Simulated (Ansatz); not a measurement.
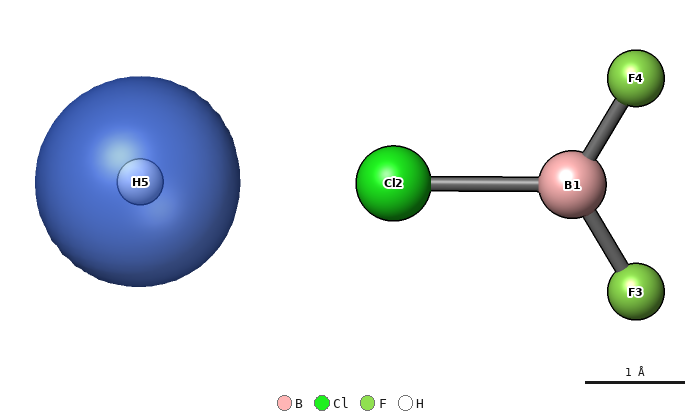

Figure. BClF2···H (doublet). Isosurface of the spin density at +0.04 e/Å³ (blue), seen at a tilt.

Not at a stationary point (largest force 1.6 eV/Å).

Computed with UKS LDA/def2-SVP in Ansatz.

| atom | x (Å) | y (Å) | z (Å) |
| --- | --- | --- | --- |
| B | 0.0000 | -0.0002 | -0.0667 |
| Cl | 0.0000 | 0.0000 | 1.7455 |
| F | 1.1298 | 0.0001 | -0.7123 |
| F | -1.1298 | 0.0001 | -0.7123 |
| H | 0.0000 | 0.0000 | 4.3157 |

Which atoms carry the spin?

Answer. The unpaired spin (1 electron) lies mostly on H5 (about 0.9), in electrons by Hirshfeld's partition.
